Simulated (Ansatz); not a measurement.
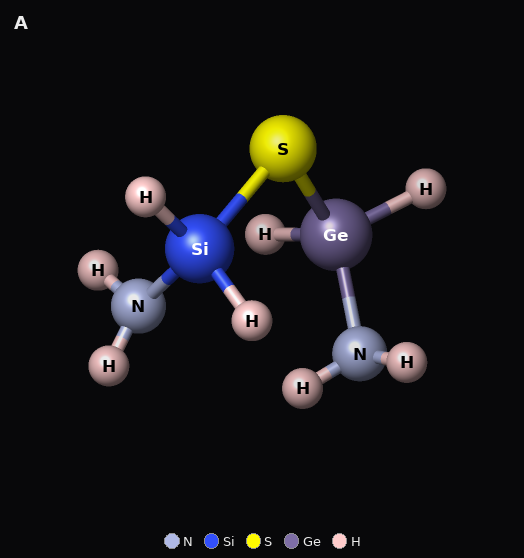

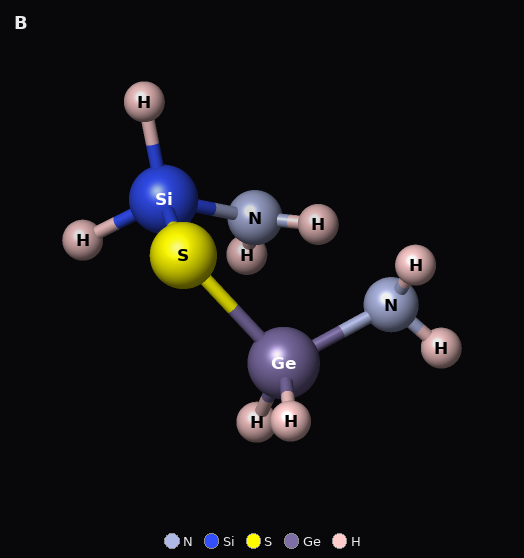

2 stationary structures of one formula. Geometries: PBE0-D4/def2-TZVP. Electronic energies: RHF-MP2 (frozen core)/def2-QZVPP (Ansatz 0.2.0), without zero-point energy. No frequency run is at hand to confirm each as a minimum.

### How are they related?

They are conformers of GeH8N2SSi: `N[SiH2][S][GeH2][NH2]`.

### Which is lowest in energy, and by how much?

A is lowest; B lies 0.9 kcal/mol above it.
